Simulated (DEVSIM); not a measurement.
System: W/AlN/SiO2/p-Si capacitor, at 300 K.

```csv
layer (left to right),material,thickness (nm),Na (cm⁻³)
1,AlN,5.80,-
2,SiO2,1.20,-
3,Si,5000,6.5e15
```

Metal gate on the left, work function 4.6 eV. Fixed charge at the semiconductor interface 0 cm⁻² (in units of +e); interface traps 8.6e11 cm⁻² eV⁻¹, uniform in energy, neutral level at 0.5 of the gap above the valence band.

This is a model device: material constants are rounded textbook-type values typed into the input, and sizes, dopings and lifetimes were drawn at random. Values at 300 K.

| parameter | AlN | SiO2 | Si |
|---|---|---|---|
| gap (eV) | 6.1 | 9 | 1.124 |
| affinity (eV) | 1.9 | 0.9 | 4.05 |
| permittivity | 8.5 | 3.9 | 11.7 |
| Nc (cm⁻³) | - | - | 2.86e19 |
| Nv (cm⁻³) | - | - | 3.1e19 |

Model (solved in DEVSIM): 1D Poisson equation in equilibrium, Boltzmann statistics, complete ionisation; no quantum confinement or tunnelling. Metal contacts follow the ideal Schottky-Mott rule: no Fermi-level pinning, no interface dipoles.

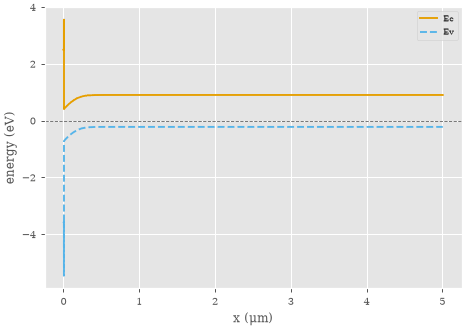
Figure. Band edges at 0.2 V on the gate

Energies count from the Fermi level of the right contact; mesh points crowd at the junctions.

| x (μm) | Ec (eV) | Ev (eV) | n (cm⁻³) | p (cm⁻³) | field (V/cm) |
|---|---|---|---|---|---|
| 0.000 | 2.500 | -3.600 | < 1e2 | < 1e2 | 70000 |
| 0.001351 | 2.510 | -3.591 | < 1e2 | < 1e2 | 70000 |
| 0.003365 | 2.524 | -3.576 | < 1e2 | < 1e2 | 70000 |
| 0.005155 | 2.536 | -3.564 | < 1e2 | < 1e2 | 70000 |
| 0.006365 | 3.550 | -5.450 | < 1e2 | < 1e2 | 150000 |
| 0.007081 | 0.409 | -0.715 | 3.8e12 | 3.1e7 | 31000 |
| 0.008837 | 0.415 | -0.709 | 3.1e12 | 3.8e7 | 31000 |
| 0.01533 | 0.434 | -0.690 | 1.4e12 | 8.0e7 | 30000 |
| 0.02873 | 0.473 | -0.651 | 3.2e11 | 3.7e8 | 29000 |
| 0.05925 | 0.556 | -0.568 | 1.3e10 | 8.9e9 | 25000 |
| 0.1347 | 0.720 | -0.404 | 2.3e7 | 5.0e12 | 18000 |
| 0.4138 | 0.903 | -0.221 | 20000 | 5.9e15 | 450 |
| 0.9575 | 0.905 | -0.219 | 18000 | 6.5e15 | ≈ 0 |
| 2.303 | 0.905 | -0.219 | 18000 | 6.5e15 | ≈ 0 |
| 4.133 | 0.905 | -0.219 | 18000 | 6.5e15 | ≈ 0 |
| 4.646 | 0.905 | -0.219 | 18000 | 6.5e15 | ≈ 0 |
| 4.853 | 0.905 | -0.219 | 18000 | 6.5e15 | ≈ 0 |
| 4.944 | 0.905 | -0.219 | 18000 | 6.5e15 | ≈ 0 |
| 4.988 | 0.905 | -0.219 | 18000 | 6.5e15 | ≈ 0 |
| 4.999 | 0.905 | -0.219 | 18000 | 6.5e15 | ≈ 0 |
| 5.005 | 0.905 | -0.219 | 18000 | 6.5e15 | ≈ 0 |
| 5.007 | 0.905 | -0.219 | 18000 | 6.5e15 | ≈ 0 |
